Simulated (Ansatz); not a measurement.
Carrier doping in hypothetical zinc blende BiB

Take BiB in the zinc blende structure (space group F-43m, No. 216; a = 5.491 Å; a hypothetical phase, not in the database extracts checked) as the base.

Carriers are added at fixed cell with a uniform background; the Fermi–Dirac width is that of 300 K.

Method: r2SCAN (Ansatz, a program for electronic structure), spin-orbit coupling left out.

Notes on the quantities. Fermi level from band edge: Fermi level relative to the doped band's edge (positive inside the band; to 0.05 eV).

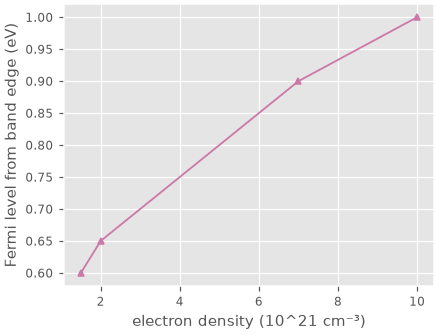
Fermi level from band edge against electron density

```csv
electron density (10^21 cm⁻³),Fermi level from band edge
1.5,+0.60 eV
2,+0.65 eV
7,+0.90 eV
10,+1.00 eV
```

Carriers are added with a uniform compensating background; total energy and stress of such cells depend on the potential's zero and are not compared; many-body gap narrowing is missing at this level. Stability against distortions was not tested.
